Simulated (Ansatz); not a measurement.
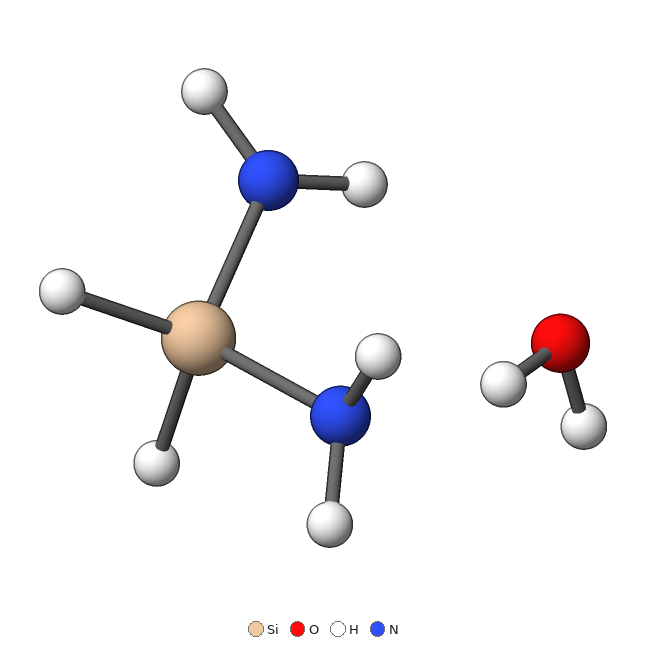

Sticks follow a distance rule. Harmonic vibrations computed with RKS PBE0-D4/def2-TZVP (Ansatz 0.2.0) at a stationary point of the same level.

Question: Is this a minimum or a saddle point?

Answer: A minimum: no imaginary frequency, and the lowest mode lies at 75 cm⁻¹.

Question: How many vibrational modes are there, and where do they lie?

Answer: 30 modes: 75, 130, 163, 192, 220, 272, 340, 440, 535, 574, 620, 702, 728, 794, 828, 896, 923, 982, 993, 1568, 1578, 1650, 2181, 2198, 3564, 3571, 3587, 3660, 3713, 3918 cm⁻¹.
